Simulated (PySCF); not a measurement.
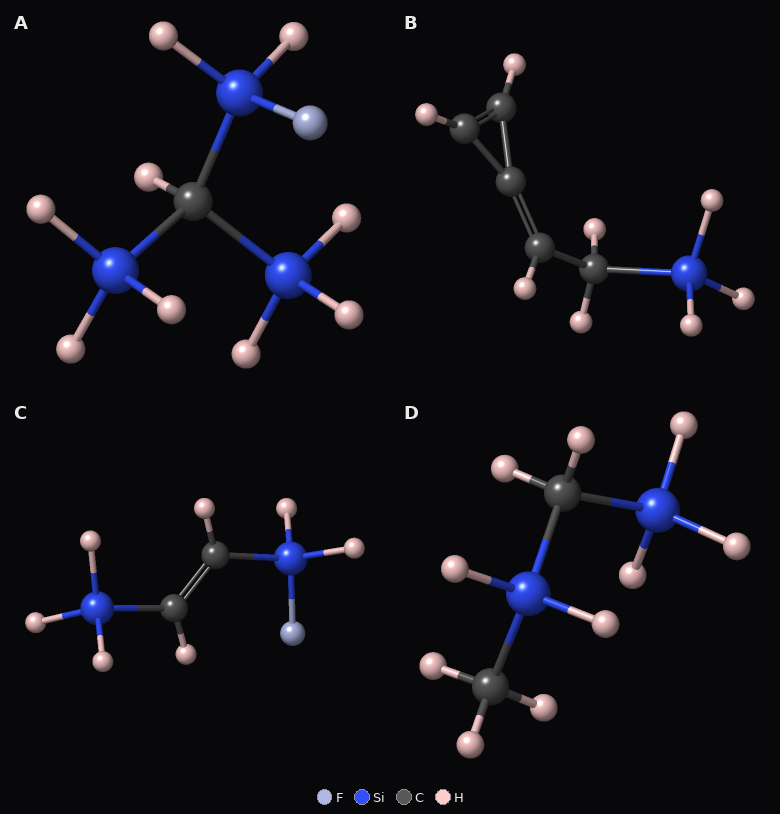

(Drawn from a calculation with PySCF.)

Q: Match each picture to its SMILES.
(1) F[SiH2]C([SiH3])[SiH3]
(2) F[SiH2]/C=C/[SiH3]
(3) [SiH3]CC=C1C=C1
(4) C[SiH2]C[SiH3]

A: A is (1), B is (3), C is (2), D is (4).
